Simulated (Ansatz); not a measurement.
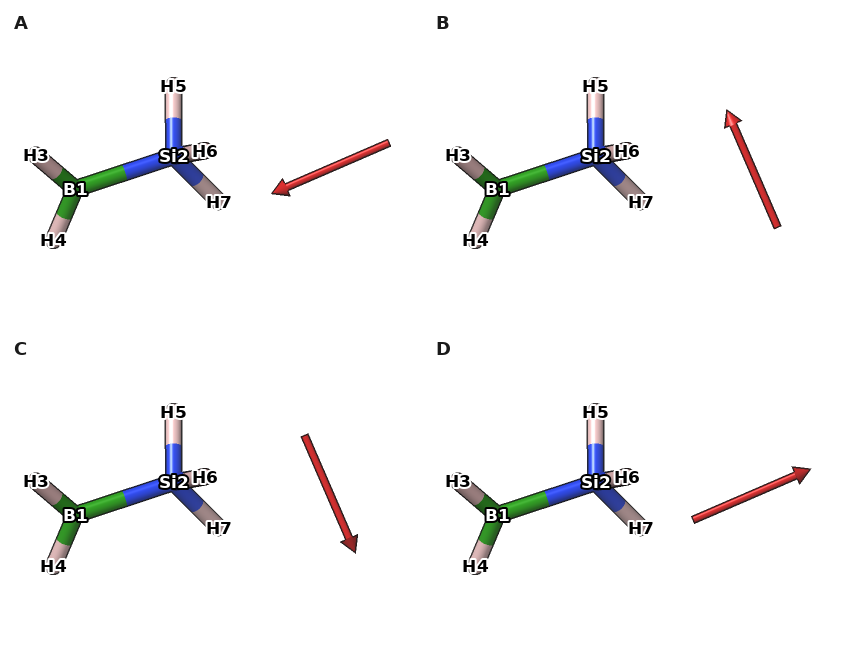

The same molecule four times, each with an arrow. The computed structure is the end point of a PBE0-D4/def2-TZVP optimisation. No frequency run is at hand to confirm it as a minimum. Method: RKS PBE0-D4/def2-TZVP (Ansatz 0.2.0).

Which arrow points along the dipole moment, from the negative to the positive end?

A. The dipole moment is 0.37 D; it points from the side of H5, H6, H7 to the side of H4 (the outermost atoms at the two ends).
